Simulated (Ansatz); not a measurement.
```xyz
4

C     0.5431   -1.2590   -0.6661
F     0.0656   -1.1310    0.5649
O     0.6413   -0.0714   -1.1550
H     0.3455    0.6093   -0.5103
```

Geometry: PBE0-D3(BJ)/def2-SVP.

These are results of isolated molecule in a Gaussian basis; Kohn-Sham density functional theory, functional PBE0 in Ansatz 0.2.0, not measurements.

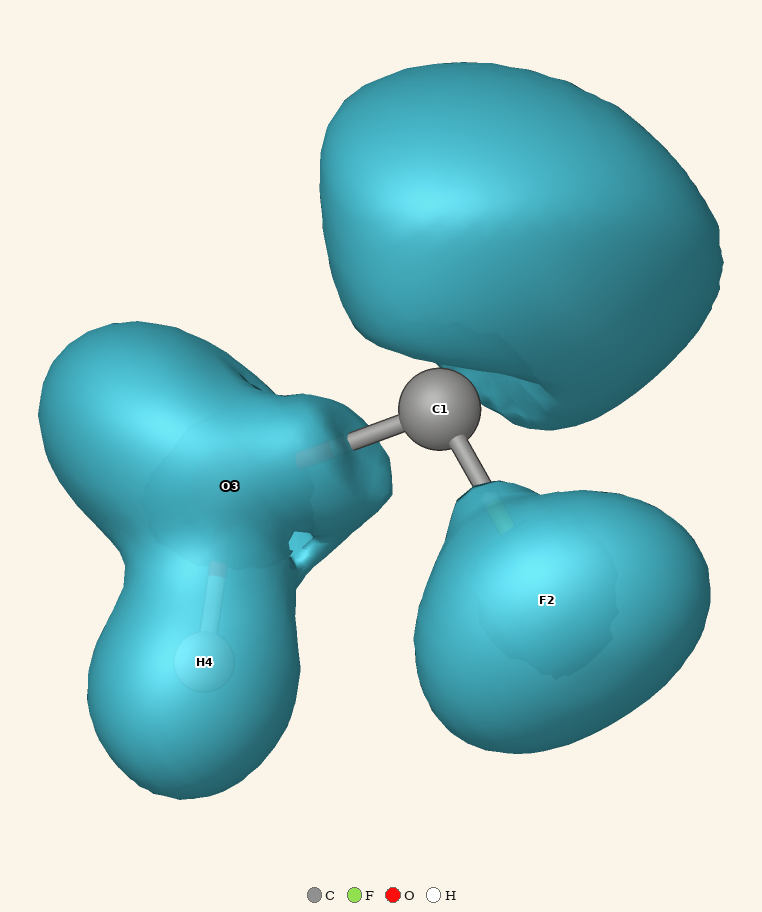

CHFO (SMILES O[C]F). Isosurface of the electron localisation function at 0.75 (cyan), seen at a tilt. Core shells and regions of very low density are left out.

### Identify the bonds, lone pairs and shells in this picture.

At this value the surface marks out one region on F in which the atom's valence shell and bonds are merged, one lobe on C, pointing away from the bonds (lone pairs) and one joined region spread over several atoms (H, O), in which their bonds and any lone pairs are merged. Along the contacts the grid gives the following. C–O (1.29 Å): the ELF peaks at about 0.90 between the atoms (a short, strongly polar bond). C–F (1.33 Å): the ELF peaks at about 0.85 between the atoms; a polar covalent bond.
